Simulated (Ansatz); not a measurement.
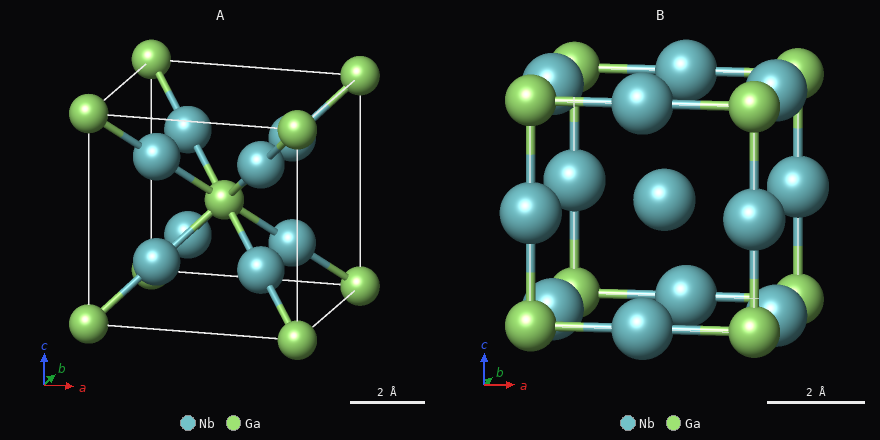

Two structures of Nb₄Ga, each relaxed to rest (conventional cells in solid outline, small ones repeated, not to one scale). Method: Ansatz 0.2.0, DFT PBE, scalar-relativistic, plane waves, PAW, without spin polarisation.

> Characterise the two forms.

A: 10 atoms a cell on a body-centred cubic lattice, Im-3m. B: 5 atoms a cell on a primitive cubic lattice, Pm-3m.

> Which polymorph is favoured?

A is lower, by 241 meV/atom at this level of theory (energies at zero smearing). Volumes: A 20.7, B 21.1 Å³/atom.

One or both may be structure types tried for this composition rather than known phases.
